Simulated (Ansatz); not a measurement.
AlBNH₇O: geometry relaxation (part 1 of 2)

System: AlBNH₇O.
Method: RKS BLYP-D4/6-31G* (Ansatz 0.2.0).

The input holds or restrains some coordinates. It belongs to a series of runs on one base structure; here: pulled along the bonds that form and break, towards end A. Figures and captions count atoms from 1; the log counts them from 0 in places.

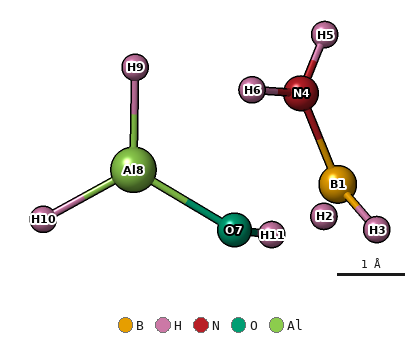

**Figure 1.** The structure as given in the input (ball-and-stick view, seen at a tilt; atoms are numbered from 1 in the order of the input). Sticks mark near contacts.

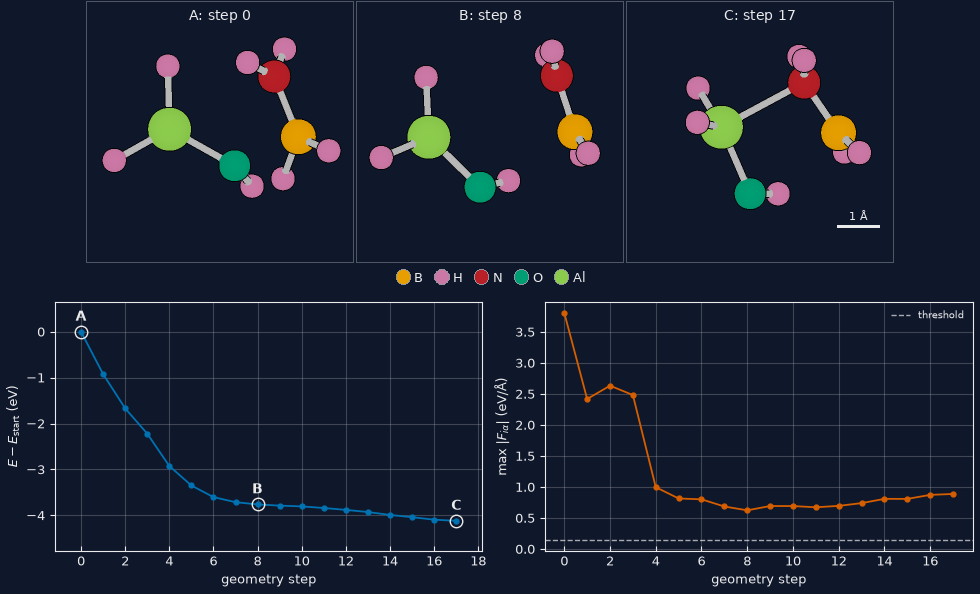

**Figure 2.** Frames of the restrained relaxation (ball-and-stick view, seen at a tilt) above the curves, on which the letters mark them (the first geometry is step 0 here and step 1 in the log).

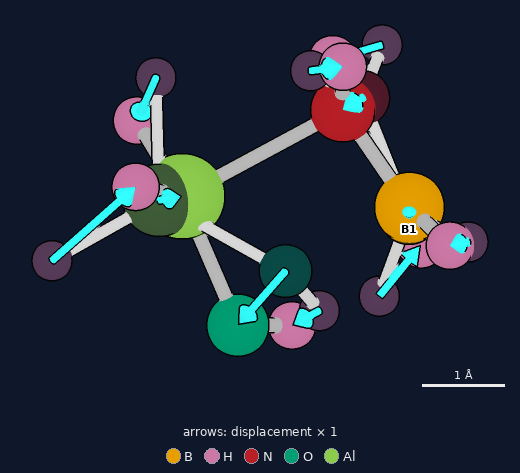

**Figure 3.** Start (faint) and end (solid) with the displacements as teal arrows, at true length (ball-and-stick view, seen at a tilt). The two geometries are laid on each other by the best rigid fit. The largest move after the best rigid fit is that of H10, 1.63 Å. By element the largest moves are H 1.63 Å, O 1.12 Å, N 0.40 Å, Al 0.38 Å, B 0.15 Å. Among the contacts that change: N4–Al8 2.821 → 2.247 Å, B1–H2 1.540 → 1.194 Å, O7–H11 1.255 → 0.992 Å, B1–N4 1.550 → 1.457 Å. New bonds form: B1–H2 (1.54 → 1.19 Å). Among the angles that change: H5–N4–H6 120.0° → 111.0°, O7–Al8–H10 120.0° → 114.3°, H2–B1–H3 120.0° → 123.2°. After 17 geometry steps the energy has fallen by 4.120 eV. The largest force component goes from 3.8 to 0.89 eV/Å. (Atoms are counted from 1 in the order of the input.)

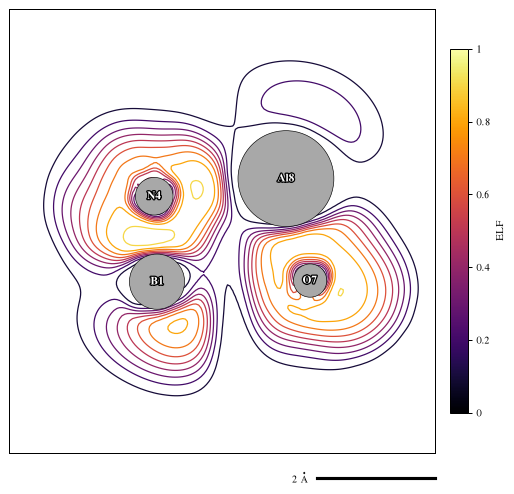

**Figure 4.** ELF on the plane of atoms N4, Al8 and O7. Grey discs, where drawn, cover atomic cores. B–N (1.46 Å): the ELF peaks at about 0.95 between the atoms (a polar covalent bond). Al–O (1.77 Å): the ELF peaks at about 0.85 in the valence shell of O, 0.6 Å from its nucleus, and is about 0.50 at the midpoint. Al–N (2.25 Å): the ELF peaks at about 0.90 in the valence shell of N, 0.7 Å from its nucleus, and is about 0.65 at the midpoint (a largely ionic contact).

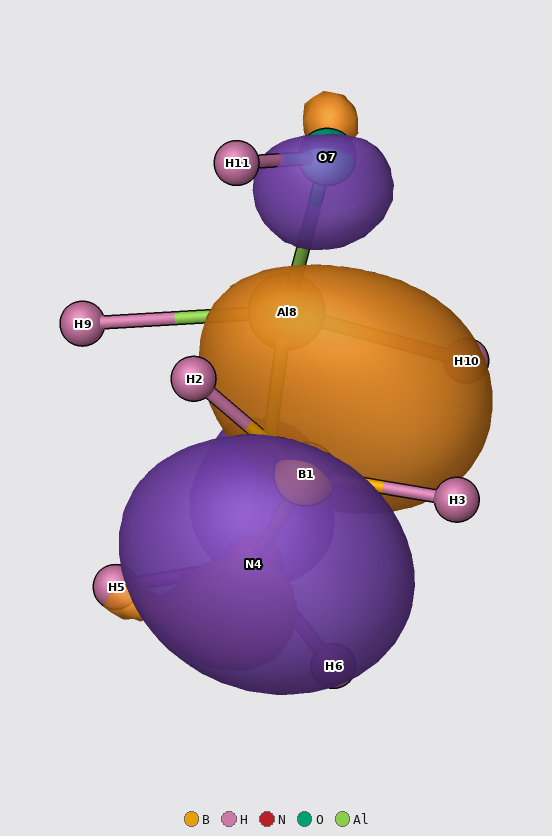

**Figure 5.** One frontier orbital at ±0.15 Å⁻³ᐟ² (orange and purple are the two phases), seen at an oblique angle. The LUMO, at −1.63 eV. By Hirshfeld shares it lies mainly on B1 (55 %), Al8 (10 %) and N4 (10 %).

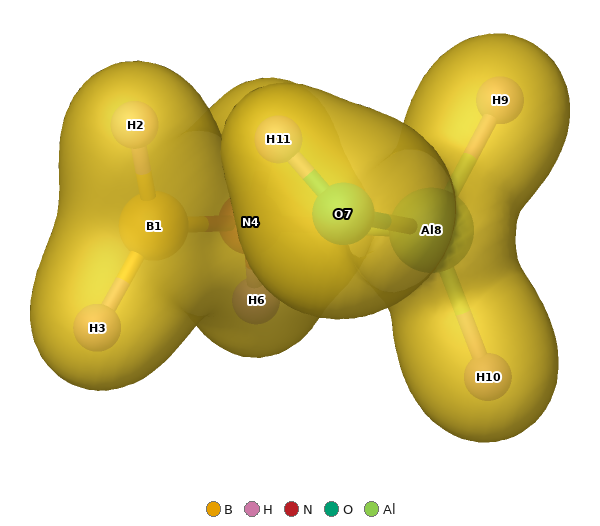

**Figure 6.** Isosurface of the total electron density at 0.2 e/Å³ (yellow), seen from the side. At this value the surface is in one piece. On the grid the lowest density along these lines, outside the cores, is 1.3 e/Å³ (B–N, 1.46 Å), 0.62 e/Å³ (Al–O, 1.77 Å), 0.23 e/Å³ (Al–N, 2.25 Å) and 2.1 e/Å³ (O–H, 0.99 Å).

The input and output of the run follow.

**Input file**
```yaml
crystal:
  periodic: [false, false, false]
  atoms:
    - { symbol: B, position_ang: [0.0, 0.0, 0.0] }
    - { symbol: H, position_ang: [0.0, 0.0, 1.54] }
    - { symbol: H, position_ang: [1.0305, 0.0, -0.595] }
    - { symbol: "N", position_ang: [-1.3423, 0.0, -0.775] }
    - { symbol: H, position_ang: [-2.0112, -0.8164, -0.6764] }
    - { symbol: H, position_ang: [-1.5914, 0.8164, -1.4036] }
    - { symbol: O, position_ang: [-0.2139, 1.6086, 0.5392] }
    - { symbol: Al, position_ang: [-1.7146, 2.5509, 0.3706] }
    - { symbol: H, position_ang: [-2.9671, 1.9092, -0.3024] }
    - { symbol: H, position_ang: [-1.7772, 4.0185, 0.8959] }
    - { symbol: H, position_ang: [-0.1135, 0.8538, 1.537] }
basis:
  gaussian: { orbitals: "6-31G*" }
hamiltonian:
  xc: blyp
  dispersion: d4
relax:
  f_tol: 0.15
  max_steps: 25
  restrain:
    - { distance: [0, 6], at: 2.61, k: 30.0 }
    - { distance: [10, 1], at: 1.86, k: 30.0 }
    - { distance: [0, 1], at: 1.19, k: 30.0 }
    - { distance: [10, 6], at: 1.01, k: 30.0 }
output:
  orbitals: {}
```

Launch command:
```bash
ansatz run input.yaml --threads 1 --pin off --max-ram 2048MiB --backend cpu --events-out ev --progress --plain --runs-dir out
```

**What the program printed**
```
The last accepted step is kept in [file] (removed where the run ends without a failure and the disk answers)
Engine: ansatz 0.2.0, aarch64-unknown-linux-gnu
Functional definition: BLYP
  parameter beta = 0.0042
  parameter a = 0.04918
  parameter b = 0.132
  parameter c = 0.2533
  parameter d = 0.349
  exchange = b88_x(beta = beta)
  correlation = lyp_c(a = a, b = b, c = c, d = d)
984 factors; their error is unknown
mean field evaluation 1: about -10906.6181 eV, gradient 8.3e1 eV
mean field evaluation 2: about -10785.4957 eV, gradient 2.1e2 eV
mean field evaluation 4: about -10917.5146 eV, gradient 3.4e1 eV
mean field evaluation 8: about -10919.8043 eV, gradient 1.5e-1 eV
mean field evaluation 16: about -10919.7579 eV, gradient 1.5e-3 eV
mean field -10919.75785758 eV, -401.2936995884 hartree, gradient 6.0e-5 eV, S^2 0.000000; 0 other end points of the search recorded, 0 dependent functions left out
the calculation of the forces begins
reference -10919.75821975 eV, -401.2937128979 hartree; 20, 20 occupied and 58, 58 virtual orbitals, 984 factors
relax step   1: F+E_penalty+E_count = -10920.19041243 eV  Δ(F+E_penalty+E_count) = +0.000e0 eV  max|allowed force component| = 3.808e0 eV/Å  E_restraint = 29.84966311 eV  max|allowed force component, restraints' pulls added| = 3.575e1 eV/Å  Δτ_max = 0.0000 Å  (29 SCF iters, accepted)
  distance B 0 - O 6 = 1.7100 Å
  distance H 10 - H 1 = 0.8613 Å
  distance B 0 - H 1 = 1.5400 Å
  distance H 10 - O 6 = 1.2552 Å
these checks for a lower state are left out or cut short: starts, cluster_reference, orbital_swaps, neighbouring_geometries, increment
984 factors; their error is unknown
mean field -10920.67085501 eV, -401.3272516249 hartree, gradient 1.7e-5 eV, S^2 0.000000; 0 other end points of the search recorded, 0 dependent functions left out
[... from here on the field's lines of each further geometry are left out, up to the last ...]
relax step   2: F+E_penalty+E_count = -10921.11309382 eV  Δ(F+E_penalty+E_count) = -9.227e-1 eV  max|allowed force component| = 2.419e0 eV/Å  E_restraint = 14.22231157 eV  max|allowed force component, restraints' pulls added| = 2.410e1 eV/Å  Δτ_max = 0.1949 Å  (35 SCF iters, accepted)
relax step   3: F+E_penalty+E_count = -10921.86040150 eV  Δ(F+E_penalty+E_count) = -7.473e-1 eV  max|allowed force component| = 2.633e0 eV/Å  E_restraint = 3.73207438 eV  max|allowed force component, restraints' pulls added| = 1.031e1 eV/Å  Δτ_max = 0.1949 Å  (34 SCF iters, accepted)
relax step   4: F+E_penalty+E_count = -10922.41064305 eV  Δ(F+E_penalty+E_count) = -5.502e-1 eV  max|allowed force component| = 2.483e0 eV/Å  E_restraint = 0.28204413 eV  max|allowed force component, restraints' pulls added| = 4.429e0 eV/Å  Δτ_max = 0.1945 Å  (29 SCF iters, accepted)
relax step   5: F+E_penalty+E_count = -10923.11593624 eV  Δ(F+E_penalty+E_count) = -7.053e-1 eV  max|allowed force component| = 9.971e-1 eV/Å  E_restraint = 0.02284829 eV  max|allowed force component, restraints' pulls added| = 9.971e-1 eV/Å  Δτ_max = 0.1945 Å  (36 SCF iters, accepted)
relax step   6: F+E_penalty+E_count = -10923.54011088 eV  Δ(F+E_penalty+E_count) = -4.242e-1 eV  max|allowed force component| = 8.154e-1 eV/Å  E_restraint = 0.01470954 eV  max|allowed force component, restraints' pulls added| = 6.657e-1 eV/Å  Δτ_max = 0.1999 Å  (29 SCF iters, accepted)
relax step   7: F+E_penalty+E_count = -10923.79324988 eV  Δ(F+E_penalty+E_count) = -2.531e-1 eV  max|allowed force component| = 8.013e-1 eV/Å  E_restraint = 0.00879507 eV  max|allowed force component, restraints' pulls added| = 3.987e-1 eV/Å  Δτ_max = 0.2000 Å  (29 SCF iters, accepted)
relax step   8: F+E_penalty+E_count = -10923.90377744 eV  Δ(F+E_penalty+E_count) = -1.105e-1 eV  max|allowed force component| = 6.860e-1 eV/Å  E_restraint = 0.00841172 eV  max|allowed force component, restraints' pulls added| = 2.660e-1 eV/Å  Δτ_max = 0.1999 Å  (28 SCF iters, accepted)
relax step   9: F+E_penalty+E_count = -10923.95277824 eV  Δ(F+E_penalty+E_count) = -4.900e-2 eV  max|allowed force component| = 6.242e-1 eV/Å  E_restraint = 0.00862279 eV  max|allowed force component, restraints' pulls added| = 1.578e-1 eV/Å  Δτ_max = 0.1997 Å  (28 SCF iters, accepted)
relax step  10: F+E_penalty+E_count = -10923.97880470 eV  Δ(F+E_penalty+E_count) = -2.603e-2 eV  max|allowed force component| = 6.935e-1 eV/Å  E_restraint = 0.00884370 eV  max|allowed force component, restraints' pulls added| = 3.247e-1 eV/Å  Δτ_max = 0.1952 Å  (29 SCF iters, accepted)
relax step  11: F+E_penalty+E_count = -10923.99605002 eV  Δ(F+E_penalty+E_count) = -1.725e-2 eV  max|allowed force component| = 6.927e-1 eV/Å  E_restraint = 0.00821380 eV  max|allowed force component, restraints' pulls added| = 3.203e-1 eV/Å  Δτ_max = 0.1106 Å  (29 SCF iters, accepted)
relax step  12: F+E_penalty+E_count = -10924.03075757 eV  Δ(F+E_penalty+E_count) = -3.471e-2 eV  max|allowed force component| = 6.734e-1 eV/Å  E_restraint = 0.00712589 eV  max|allowed force component, restraints' pulls added| = 1.933e-1 eV/Å  Δτ_max = 0.1955 Å  (29 SCF iters, accepted)
relax step  13: F+E_penalty+E_count = -10924.07176128 eV  Δ(F+E_penalty+E_count) = -4.100e-2 eV  max|allowed force component| = 6.958e-1 eV/Å  E_restraint = 0.00812174 eV  max|allowed force component, restraints' pulls added| = 1.692e-1 eV/Å  Δτ_max = 0.1975 Å  (29 SCF iters, accepted)
relax step  14: F+E_penalty+E_count = -10924.11858889 eV  Δ(F+E_penalty+E_count) = -4.683e-2 eV  max|allowed force component| = 7.404e-1 eV/Å  E_restraint = 0.00825491 eV  max|allowed force component, restraints' pulls added| = 1.878e-1 eV/Å  Δτ_max = 0.1987 Å  (29 SCF iters, accepted)
relax step  15: F+E_penalty+E_count = -10924.18190250 eV  Δ(F+E_penalty+E_count) = -6.331e-2 eV  max|allowed force component| = 8.088e-1 eV/Å  E_restraint = 0.00878845 eV  max|allowed force component, restraints' pulls added| = 2.709e-1 eV/Å  Δτ_max = 0.1976 Å  (29 SCF iters, accepted)
relax step  16: F+E_penalty+E_count = -10924.23086029 eV  Δ(F+E_penalty+E_count) = -4.896e-2 eV  max|allowed force component| = 8.085e-1 eV/Å  E_restraint = 0.00849305 eV  max|allowed force component, restraints' pulls added| = 3.229e-1 eV/Å  Δτ_max = 0.1956 Å  (29 SCF iters, accepted)
relax step  17: F+E_penalty+E_count = -10924.28484335 eV  Δ(F+E_penalty+E_count) = -5.398e-2 eV  max|allowed force component| = 8.732e-1 eV/Å  E_restraint = 0.00906983 eV  max|allowed force component, restraints' pulls added| = 3.423e-1 eV/Å  Δτ_max = 0.1947 Å  (29 SCF iters, accepted)
the calculation of the forces begins
reference -10923.88373331 eV, -401.4453227249 hartree; 20, 20 occupied and 58, 58 virtual orbitals, 984 factors
relax step  18: F+E_penalty+E_count = -10924.31025996 eV  Δ(F+E_penalty+E_count) = -2.542e-2 eV  max|allowed force component| = 8.880e-1 eV/Å  E_restraint = 0.01225457 eV  max|allowed force component, restraints' pulls added| = 1.102e-1 eV/Å  Δτ_max = 0.0759 Å  (29 SCF iters, accepted)
  distance B 0 - O 6 = 2.5951 Å
  distance H 10 - H 1 = 1.8762 Å
  distance B 0 - H 1 = 1.1943 Å
  distance H 10 - O 6 = 0.9923 Å
984 factors; their error is unknown
mean field evaluation 160: about -10923.8834 eV, gradient 9.3e-5 eV
mean field -10923.88337299 eV, -401.4453094832 hartree, gradient 1.4e-5 eV, S^2 0.000000; 1 other end points of the search recorded, 0 dependent functions left out
the calculation of the forces begins
reference -10923.88373331 eV, -401.4453227249 hartree; 20, 20 occupied and 58, 58 virtual orbitals, 984 factors
Total energy: -10924.31062029 eV, -401.4610105319 hartree
Atom 0 at    -0.016234     0.019275    -0.117133 Å, force    -0.002551     0.353257     0.091732 eV/Å
Atom 1 at    -0.112678    -0.515603     0.946322 Å, force     0.017920    -0.462272    -0.175324 eV/Å
Atom 2 at     1.033045     0.272597    -0.629012 Å, force    -0.022696     0.000263     0.008669 eV/Å
Atom 3 at    -1.247116     0.366543    -0.814868 Å, force    -0.110212    -0.000398     0.053309 eV/Å
Atom 4 at    -2.112107    -0.143678    -0.605043 Å, force     0.062784    -0.016023    -0.019746 eV/Å
Atom 5 at    -1.217303     0.649936    -1.798287 Å, force     0.068292    -0.032127    -0.004624 eV/Å
Atom 6 at    -0.387742     1.941774     1.586027 Å, force     0.185533    -0.724023    -0.026922 eV/Å
Atom 7 at    -1.690610     2.196189     0.412482 Å, force    -0.046812     0.012367    -0.023661 eV/Å
Atom 8 at    -3.187314     1.737066     0.795395 Å, force     0.026672     0.031746    -0.002157 eV/Å
Atom 9 at    -1.418772     3.384412    -0.626406 Å, force    -0.022576    -0.050812     0.065400 eV/Å
Atom 10 at    -0.343871     1.032488     1.980822 Å, force    -0.156355     0.888020     0.033325 eV/Å
Dipole moment:    -0.145579    -0.758568    -0.486306 e Å
```

**Trajectory as extended XYZ (Å, eV, eV/Å), 18 frames, from step=1 to step=18**
```
11
Properties=species:S:1:pos:R:3:forces:R:3 step=1 energy=-10920.19041
B     0.0000    0.0000    0.0000   -3.1480   3.5082  -0.8624
H     0.0000    0.0000    1.5400    0.4279  -3.8076  -0.2613
H     1.0305    0.0000   -0.5950    0.5885  -0.8976   0.6420
N    -1.3423    0.0000   -0.7750    0.7056  -2.6594   1.1119
H    -2.0112   -0.8164   -0.6764    0.7088   1.4053  -0.8860
H    -1.5914    0.8164   -1.4036    0.2551  -1.6357   0.9617
O    -0.2139    1.6086    0.5392    0.4082   2.4082   0.2858
Al   -1.7146    2.5509    0.3706    0.5635  -0.5755   0.0711
H    -2.9671    1.9092   -0.3024   -0.5262   0.2416  -0.1860
H    -1.7772    4.0185    0.8959    0.1798   0.3882   0.2804
H    -0.1135    0.8538    1.5370   -0.1634   1.6243  -1.1572
```
